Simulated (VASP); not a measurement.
Band structure of Cd (hcp). Level of theory: vdW-DF2, VASP's PBE PAW potentials (set 64) (plane waves; VASP).

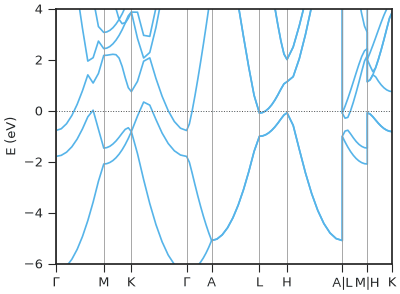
Figure: Bands along high-symmetry lines, zero at the valence-band maximum or, without a gap, the Fermi level

**Question.** Read the plot: is there a gap, and where are the band edges?

**Answer.** It has no gap at this level: it comes out as a metal or semimetal. (Edges off the drawn lines would not show.)

The compound is Cd in the hcp structure. It was relaxed first, which changed the volume by +44 %.
